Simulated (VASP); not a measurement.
Band structure of CaBr₂ (space group Pnnm). Computed with PBEsol GGA, VASP's PBE PAW potentials (set 64) (plane waves; VASP).

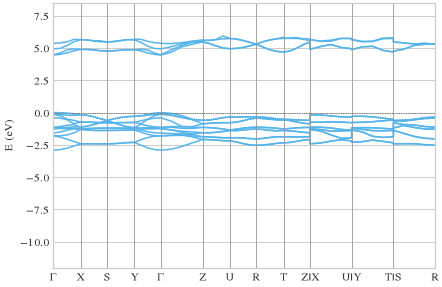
Figure. Bands along high-symmetry lines, zero at the valence-band maximum or, without a gap, the Fermi level

### Question
Read the plot: is there a gap, and where are the band edges?

### Answer
The gap is direct, 4.46 eV, from the valence maximum at Γ to the conduction minimum at Γ.

The structure comes from a computed database's CaBr2 entry (Pnnm); how it stands against other phases isn't given here. The cell was not relaxed at this level. The k-mesh is coarse (spacing up to 0.48 per Å, 2π included), so the numbers may not be converged in it.
